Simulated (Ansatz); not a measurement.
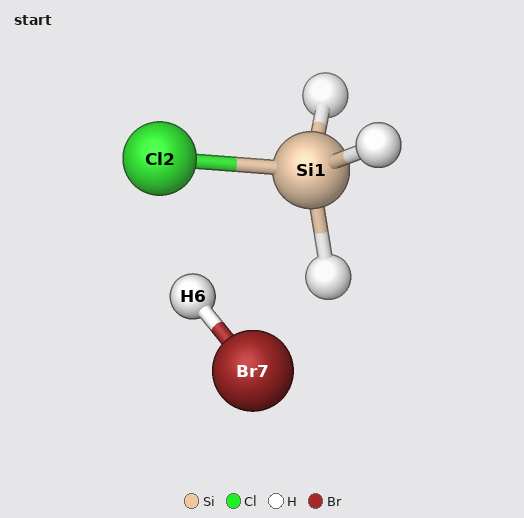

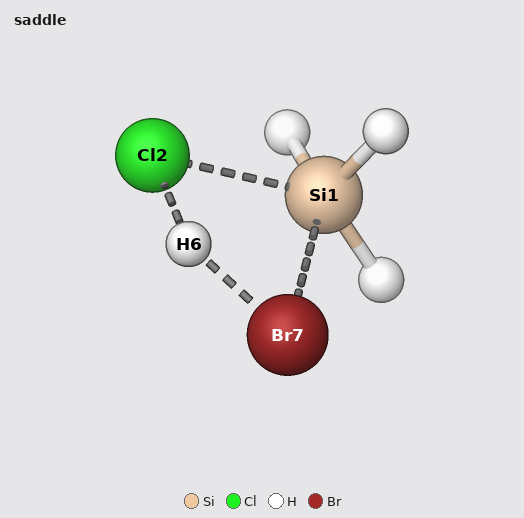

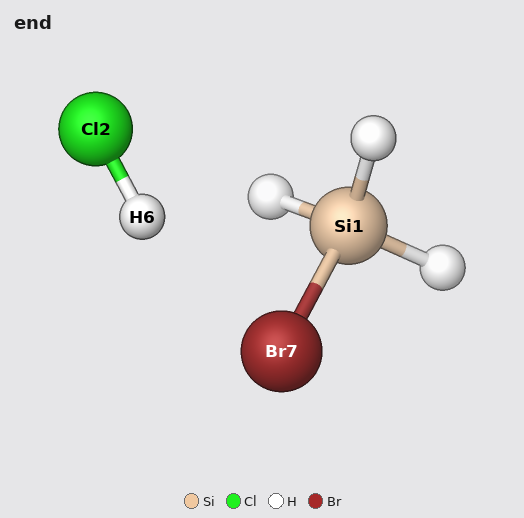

A saddle point and the two end points reached downhill from it. Broken sticks mark bonds that form or break. The species is neutral and a spin singlet. Geometries: PBE0-D4/def2-TZVP; all other levels are single points on them, and energies count from the start as drawn. Program: Ansatz 0.2.0. In CBS estimates cores are frozen, and CCSD(T) − MP2 is taken in the smaller basis.

> Which bonds form and which break from start to end?

Formed: Si1–Br7, Cl2–H6; broken: Si1–Cl2, H6–Br7. At the saddle point Si1···Br7 is 2.62 Å, Cl2···H6 is 1.48 Å, Si1···Cl2 is 2.44 Å, H6···Br7 is 1.75 Å.

Give the electronic barrier and the reaction energy from start to end in kcal/mol (no zero-point energy) with CCSD(T)/CBS (MP2 limit from def2-TZVPP and def2-QZVPP plus CCSD(T) − MP2).

```csv
level,barrier,reaction energy
CCSD(T)/CBS (MP2 limit from def2-TZVPP and def2-QZVPP plus CCSD(T) − MP2),38.3,−0.1
```
